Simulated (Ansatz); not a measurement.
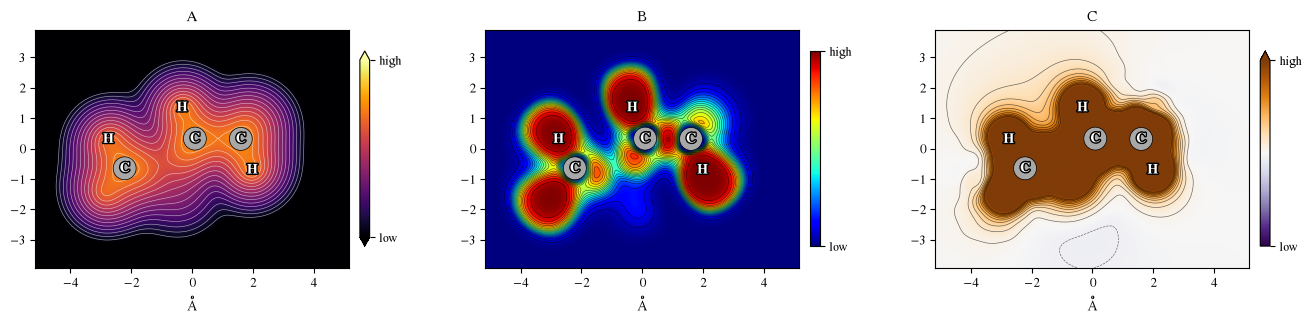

C3H9BSi: 3 fields on the plane of atoms C1, C2 and H9, with unlabelled colour scales. Grey discs cover the atomic cores.

Geometry: PBE0-D4/def2-TZVP.

These are results of RKS PBE0-D4/def2-TZVPP in Ansatz 0.2.0, not measurements.

> Which field does each panel show? The fields are: electron density, electron localisation function and electrostatic potential.

Panel A: electron density. Panel B: electron localisation function. Panel C: electrostatic potential (strongly positive close to the atoms and fading to about zero outside). From the grid: C–C (1.51 Å): ρ is about 1.7 e/Å³ halfway; the ELF peaks at about 0.95 between the atoms: a covalent bond.
